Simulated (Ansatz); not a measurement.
**PbTe: pressure series**

Consider PbTe in the rock salt structure (space group Fm-3m, No. 225).

PbTe is modelled in the cubic space group Fm-3m (No. 225), the rock salt structure, Pearson symbol cF8. Cell: a = b = c = 6.5695 Å, α = β = γ = 90.00°. Te on 4b is surrounded by 6 Pb at 3.285 Å (octahedral). Pb on 4a is surrounded by 6 Te at 3.285 Å (octahedral). (Neighbours: up to the widest gap in distance over summed covalent radii, below 1.35, at either atom; cation-cation and far metal-metal contacts left out.)
(The calculation used a cell of 2 atoms; values per cell refer to that cell.)

Cell and atoms are relaxed at each pressure.

Method: PBE (Ansatz, a quantum-chemistry and plane-wave program), scalar-relativistic without spin-orbit coupling.

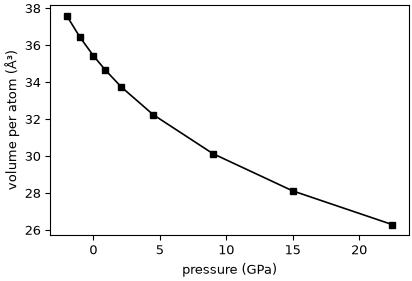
Figure: Volume per atom against pressure

| pressure (GPa) | volume per atom |
|---|---|
| -2 | 37.60 Å³ |
| -1 | 36.43 Å³ |
| 0.9 | 34.67 Å³ |
| 2.1 | 33.75 Å³ |
| 4.5 | 32.25 Å³ |
| 9 | 30.13 Å³ |
| 15 | 28.12 Å³ |
| 22.5 | 26.29 Å³ |

Spin-orbit coupling, missing from the scalar runs, can matter with Pb and Te. Load acts through the strain it causes; cell and atoms are relaxed under it. No phonon test of stability was made. Competing high-pressure phases were not computed. All final runs are without spin polarisation.
